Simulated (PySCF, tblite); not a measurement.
# C3H7BFO2 radical: geometry, infrared bands and EPR parameters

Aim: predict the infrared bands and EPR parameters of C3H7BFO2 radical (`[CH2]OB(F)OCC`).

The runs use tblite 0.8.0 and PySCF 2.14.0, with density-fitted response routines of our own; the level of theory stands in each step. All values are computed, except where a source is named. Atoms count from 0, in the outputs and in this text.

### 1 The molecule as given

14 atoms, charge 0, multiplicity 2; geometry from: force field or distance geometry start.

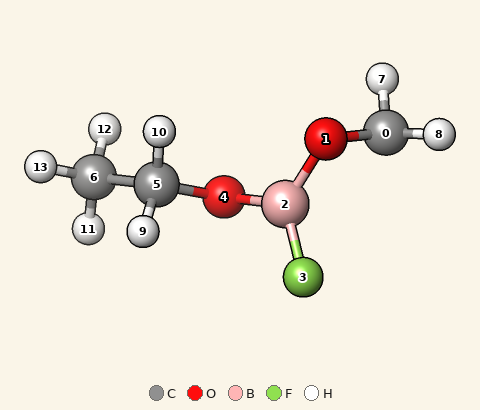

The starting geometry (carbon grey, oxygen red, boron pink, fluorine green, hydrogen white), atoms numbered.

### 2 Optimising the geometry with GFN2-xTB

The job: settings as JSON, then the geometry in Å.

```
{"job": {"kind": "relax", "xc": "GFN2-xTB", "basis": "xTB"}, "charge": 0, "multiplicity": 2}
C      2.851400     0.152200     0.773900
O      2.049000    -0.615000    -0.086700
B      1.162200     0.326600    -0.727100
F      1.540200     0.961500    -1.984000
O     -0.155600     0.641200    -0.120100
C     -1.116100    -0.265900    -0.627200
C     -2.463400     0.054300    -0.008700
H      2.693500    -0.167000     1.828800
H      3.917900     0.024800     0.508800
H     -1.217700    -0.178200    -1.728100
H     -0.851800    -1.317700    -0.355700
H     -2.773500     1.083200    -0.265400
H     -2.412600    -0.042000     1.110400
H     -3.224100    -0.658500    -0.390800
```

Launch:

```console
> OMP_NUM_THREADS=1 python probes_run.py task.json out
```

This one command runs all jobs of the session in turn.

Log:

```text
step      E/eV     max force
  0    -654.81497    3.660
  1    -655.33666    2.449
  2    -655.62643    2.243
  3    -655.70508    0.770
  4    -655.73514    0.724
  5    -655.81288    0.594
  6    -655.85667    0.687
  7    -655.90386    0.847
  8    -655.94597    0.673
  9    -656.00812    0.574
 10    -656.03558    0.571
 11    -656.06069    0.455
 12    -656.07652    0.357
 13    -656.08984    0.343
 14    -656.12651    0.576
 15    -656.15876    0.699
 16    -656.20679    0.930
 17    -656.25874    0.810
 18    -656.34641    0.645
 19    -656.39216    0.677
 20    -656.45724    0.762
 21    -656.48310    0.844
 22    -656.54251    0.747
 23    -656.58975    0.562
 24    -656.63846    0.852
 25    -656.66840    0.551
 26    -656.70729    0.517
 27    -656.74392    0.440
 28    -656.76793    0.463
 29    -656.79694    0.402
 30    -656.81515    0.332
 31    -656.82840    0.264
 32    -656.83967    0.247
 33    -656.84898    0.251
 34    -656.85622    0.247
 35    -656.86411    0.240
 36    -656.87421    0.236
 37    -656.88236    0.233
 38    -656.88763    0.169
 39    -656.89147    0.197
 40    -656.89605    0.227
 41    -656.90263    0.243
 42    -656.90917    0.207
 43    -656.91521    0.228
 44    -656.92206    0.239
 45    -656.93162    0.364
 46    -656.94146    0.265
 47    -656.95064    0.209
 48    -656.95674    0.218
 49    -656.96383    0.200
 50    -656.96995    0.226
 51    -656.97455    0.183
 52    -656.97780    0.157
 53    -656.98234    0.190
 54    -656.98757    0.232
 55    -656.99271    0.163
 56    -656.99663    0.144
 57    -656.99882    0.152
 58    -657.00038    0.112
 59    -657.00208    0.088
 60    -657.00394    0.093
 61    -657.00510    0.079
 62    -657.00577    0.069
 63    -657.00610    0.046
 64    -657.00647    0.035
 65    -657.00670    0.037
 66    -657.00683    0.029
 67    -657.00692    0.026
 68    -657.00702    0.024
 69    -657.00714    0.028
 70    -657.00725    0.029
 71    -657.00737    0.029
 72    -657.00749    0.034
 73    -657.00763    0.032
 74    -657.00777    0.028
 75    -657.00792    0.028
 76    -657.00807    0.038
 77    -657.00825    0.044
 78    -657.00847    0.057
 79    -657.00875    0.057
 80    -657.00904    0.058
 81    -657.00932    0.043
 82    -657.00957    0.039
 83    -657.00978    0.034
 84    -657.00999    0.032
 85    -657.01017    0.027
 86    -657.01028    0.021
 87    -657.01032    0.013
 88    -657.01035    0.011
 89    -657.01036    0.009
```

Run time: 0.35 s. Hardware: 1 thread of Arm Neoverse V2, shared host.

Step by step: (not every step is listed)

```tsv
step	energy from step 0 (eV)	largest force (eV/Å)
0	0.0000	3.6602
1	-0.5217	2.4492
2	-0.8115	2.2432
3	-0.8901	0.7696
4	-0.9202	0.7240
5	-0.9979	0.5944
6	-1.0417	0.6868
7	-1.0889	0.8471
8	-1.1310	0.6728
15	-1.3438	0.6993
22	-1.7275	0.7468
29	-1.9820	0.4023
36	-2.0592	0.2361
43	-2.1002	0.2276
50	-2.1550	0.2258
57	-2.1839	0.1523
64	-2.1915	0.0355
71	-2.1924	0.0294
78	-2.1935	0.0566
84	-2.1950	0.0318
85	-2.1952	0.0268
86	-2.1953	0.0208
87	-2.1953	0.0135
88	-2.1954	0.0114
89	-2.1954	0.0093
```

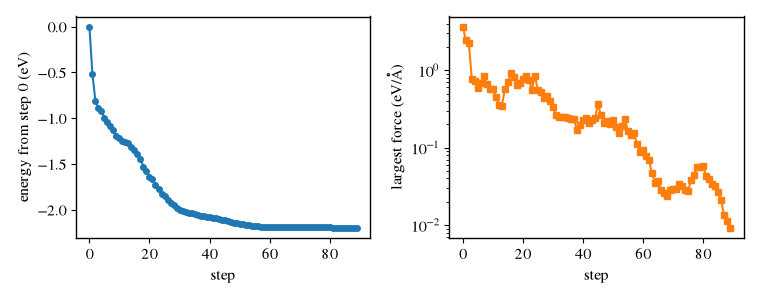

Energy and largest force along the relaxation.

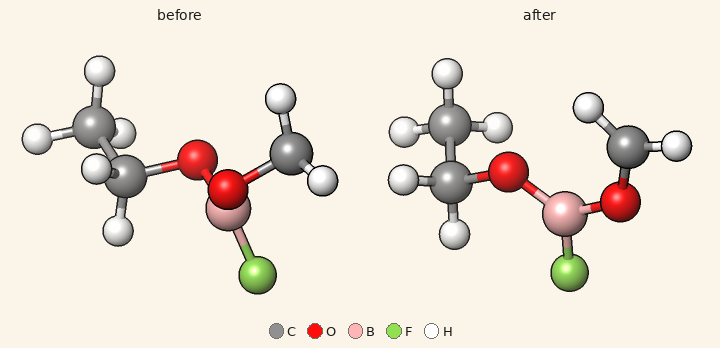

Before and after, at one scale.

Distances of close pairs at the start and the end, largest changes first:

```tsv
bond	before (Å)	after (Å)	change (Å)
B2–O4	1.485	1.341	-0.143
B2–F3	1.458	1.346	-0.112
O1–B2	1.443	1.350	-0.094
C0–O1	1.405	1.343	-0.062
C0–H7	1.113	1.072	-0.041
C6–H12	1.124	1.087	-0.038
C0–H8	1.106	1.071	-0.035
C6–H13	1.110	1.086	-0.024
```

The next job starts from the end point, and lists it.

### 3 Vibrational analysis with GFN2-xTB

The job: settings as JSON, then the geometry in Å.

```
{"job": {"kind": "ir", "xc": "GFN2-xTB", "basis": "xTB"}, "charge": 0, "multiplicity": 2}
C      2.764444     0.122249     0.886347
O      2.331415     0.524287    -0.319706
B      1.109760     0.295654    -0.845510
F      0.915162     0.810249    -2.074003
O      0.149688    -0.399169    -0.217793
C     -1.158698    -0.601268    -0.731727
C     -2.175042     0.169976     0.100112
H      2.122464    -0.440593     1.535014
H      3.765012     0.409643     1.137767
H     -1.204395    -0.287022    -1.779267
H     -1.353486    -1.677213    -0.671226
H     -1.976401     1.236967     0.039038
H     -2.114426    -0.136641     1.140841
H     -3.176175    -0.027592    -0.271834
```

Log:

```text
mode    cm-1     km/mol
  1      12.1      0.64
  2      89.6      0.70
  3     139.2      3.01
  4     157.2      0.55
  5     198.7      0.57
  6     231.9     35.32
  7     250.1      5.75
  8     311.4     33.02
  9     390.7      5.19
 10     439.6      8.55
 11     501.2      6.55
 12     534.2    103.13
 13     741.3      1.43
 14     833.7      5.53
 15     944.4     19.03
 16    1067.8     12.63
 17    1089.5      7.54
 18    1114.4     40.39
 19    1146.3     50.55
 20    1159.6    208.75
 21    1243.8    216.71
 22    1274.7    276.51
 23    1333.4     54.42
 24    1351.7     10.99
 25    1376.1    462.19
 26    1398.2     13.20
 27    1467.0      2.00
 28    1475.4      4.56
 29    1491.6      3.55
 30    2927.8     29.70
 31    2940.0     31.48
 32    3046.4     23.06
 33    3050.9     15.49
 34    3053.5     28.71
 35    3124.5     10.24
 36    3183.5     14.66
```

Run time: 0.25 s. Hardware: 1 thread of Arm Neoverse V2, shared host.

The strongest bands and the atoms that carry them (share of the mass-weighted mode):

```tsv
cm⁻¹	km/mol	atoms
534	103.1	B2 74 %
1114	40.4	C5 22 %, O4 13 %, H7 12 %
1146	50.5	B2 20 %, C5 15 %, H10 12 %
1160	208.8	B2 25 %, C0 14 %, C5 12 %
1244	216.7	H10 30 %, B2 23 %, H9 13 %
1275	276.5	B2 26 %, H9 23 %, O4 15 %, H10 14 %
1333	54.4	H9 39 %, H10 26 %, C5 14 %
1376	462.2	B2 38 %, O1 31 %, C0 12 %
```

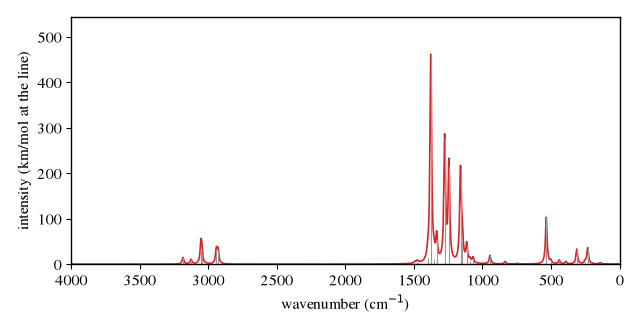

The infrared spectrum from these modes, unscaled. Lines are broadened to a width of 14 cm⁻¹ (Lorentzian).

### 4 EPR parameters: B3LYP/pcH-1

The job, as its differences from that of step 3:

```diff
@@ -1,2 +1,2 @@
-{"job": {"kind": "ir", "xc": "GFN2-xTB", "basis": "xTB"}, "charge": 0, "multiplicity": 2}
+{"job": {"kind": "epr", "basis": "pcH-1"}, "charge": 0, "multiplicity": 2}
 C      2.764444     0.122249     0.886347
```

Level: UKS B3LYP, pcH-1 on B C F H O, non-relativistic, mean-field spin-orbit, GIAO.

Log:

```text
UKS, coarse grid
  cycle   1  E = -393.65811158  |g| = 6.58e-01
  cycle   2  E = -393.49504288  |g| = 9.68e-01
  cycle   3  E = -393.79843891  |g| = 7.22e-02
  cycle   4  E = -393.79978970  |g| = 4.45e-02
  cycle   5  E = -393.80043060  |g| = 8.62e-03
  cycle   6  E = -393.80045414  |g| = 3.80e-03
  cycle   7  E = -393.80046020  |g| = 9.21e-04
UKS, final grid
  cycle   1  E = -393.80054083  |g| = 1.20e-03
  cycle   2  E = -393.80054002  |g| = 2.00e-03
  cycle   3  E = -393.80054139  |g| = 1.64e-04
  cycle   4  E = -393.80054140  |g| = 6.39e-05
  cycle   5  E = -393.80054141  |g| = 2.09e-05
E = -393.80054141 Eh   <S^2> = 0.7534 (exact 0.7500)
g shifts (ppm)      1          2          3
  rmc          -173       -173       -173
  gc             -5         43         37
  oz_so         -15        970       1725
  total        -193        840       1588
hyperfine (MHz)  atom isotope    a_iso     a_fc   dipolar eigenvalues
    0   13C      88.96      88.96    -82.59    -80.13    162.73
    1   17O      -7.55      -7.55    -42.43     20.47     21.96
    2   11B      -1.71      -1.71     -5.16      0.32      4.84
    3   19F       5.65       5.65    -18.29    -16.45     34.74
    4   17O      -0.05      -0.05     -2.03      0.42      1.61
    5   13C      -0.29      -0.29     -0.26     -0.25      0.51
    6   13C       0.53       0.53     -0.19     -0.15      0.34
    7    1H     -66.75     -66.75    -38.51     -0.21     38.72
    8    1H     -67.47     -67.47    -38.91     -0.14     39.05
    9    1H      -0.02      -0.02     -0.84     -0.81      1.66
   10    1H       0.51       0.51     -0.78     -0.76      1.54
   11    1H      -0.03      -0.03     -0.70     -0.67      1.38
   12    1H       0.00       0.00     -0.69     -0.62      1.31
   13    1H       0.08       0.08     -0.39     -0.37      0.76
```

Run time: 47 s. Hardware: 1 thread of Arm Neoverse V2, shared host; peak memory 0.88 GiB.

Principal g values 2.00213, 2.00316, 2.00391; g(iso) = 2.00306, against 2.00232 for a free electron.

Mean a(iso) over the nuclei that a row names, and the largest dipolar term of the row (other rows stand at the frozen geometry):

```tsv
nuclei	isotope	a(iso) (MHz)	a(iso) (G, at g = 2.0023)	largest dipolar term (MHz)
C0	13C	89.0	31.7	162.7
H7, H8	1H	-67.1	-23.9	39.1
O1	17O	-7.5	-2.7	-42.4
F3	19F	5.7	2.0	34.7
B2	11B	-1.7	-0.6	-5.2
C6	13C	0.5	0.2	0.3
C5	13C	-0.3	-0.1	0.5
H9, H10	1H	0.2	0.1	1.7
O4	17O	0.0	0.0	-2.0
H11, H12, H13	1H	0.0	0.0	1.4
```

Mulliken spin populations:

C0 0.99; O1 0.06; B2 0.03; F3 0.00; O4 0.00; C5 0.00; C6 0.00; H7 -0.04; H8 -0.05; H9 0.00; H10 0.00; H11 0.00; H12 0.00; H13 0.00

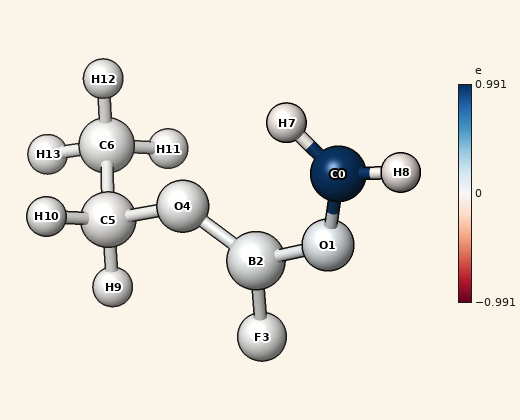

Mulliken spin populations, as colours on the atoms.

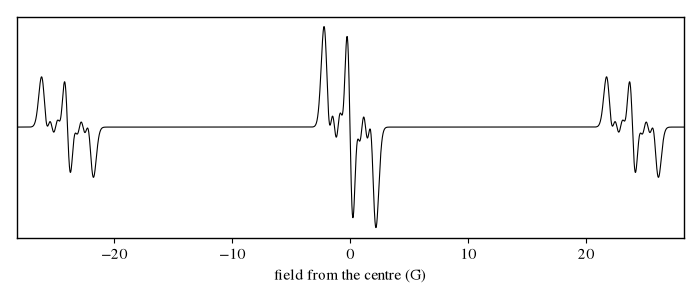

First-order isotropic spectrum (first derivative, main isotopes with spin only, couplings over 0.8 MHz, Gaussian width 0.3 G; couplings of the frozen geometry, rotation of groups not averaged beyond the rows shown).

Orbitals, density, ELF and potential are computed afterwards from the orbital file.

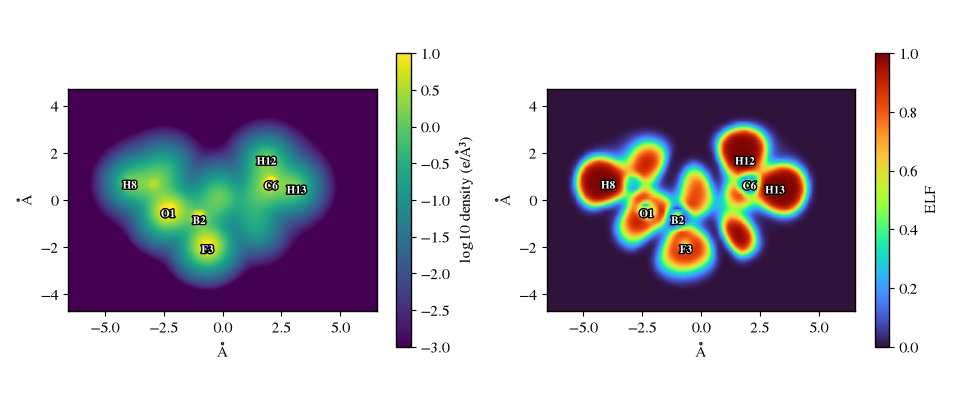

Density (left) and ELF (right) in a plane through or near 7 of the atoms.

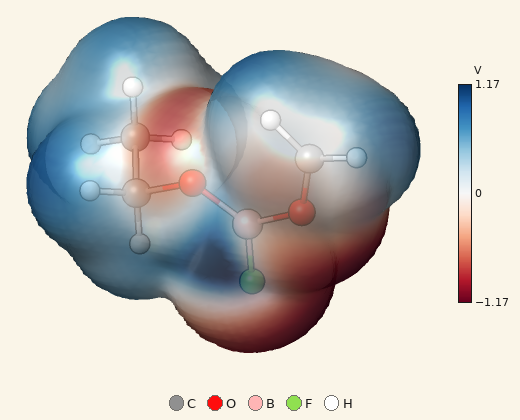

The potential that a unit positive charge feels on the 0.002 e/bohr³ surface, from -1.15 V near O1 to 1.17 V near B2.

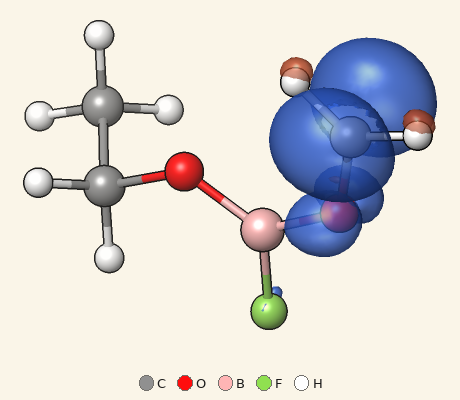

Spin density at ±0.04 e/Å³ (alpha excess blue, beta excess red).

### 5 What came out

| quantity | value |
| --- | --- |
| strongest single infrared mode (GFN2-xTB) | 1376 cm⁻¹, 462 km/mol |
| zero-point energy (GFN2-xTB) | 64.5 kcal/mol |
| g(iso) (B3LYP) | 2.00306 |
| ⟨S²⟩ | 0.753 (exact 0.75) |
| largest a(iso) (averaged by class) | 13C on C0, 89.0 MHz |
| potential on the surface of density 0.002 e/bohr³, 1st and 99th percentile | -1.15 V and 1.17 V |

What this shows: Over 89 steps the energy fell by 2.195 eV; of the close pairs, B2–O4 changed most, 1.485 to 1.341 Å. All 36 modes are real, so the xTB geometry is a minimum. The strongest single mode, at 1376 cm⁻¹, is carried by B2, O1, C0. Unscaled tight-binding wavenumbers are off by several per cent, some by more. Its intensities can rank the bands wrongly. C0 carries the largest spin population, 0.99 e. The isotropic g lies 0.7 ppt above the free-electron value. These values are for one conformer; the search (at its own cheap level) found 2 more, at 0.22, 0.56 kcal/mol, and measured spectra average over such forms.
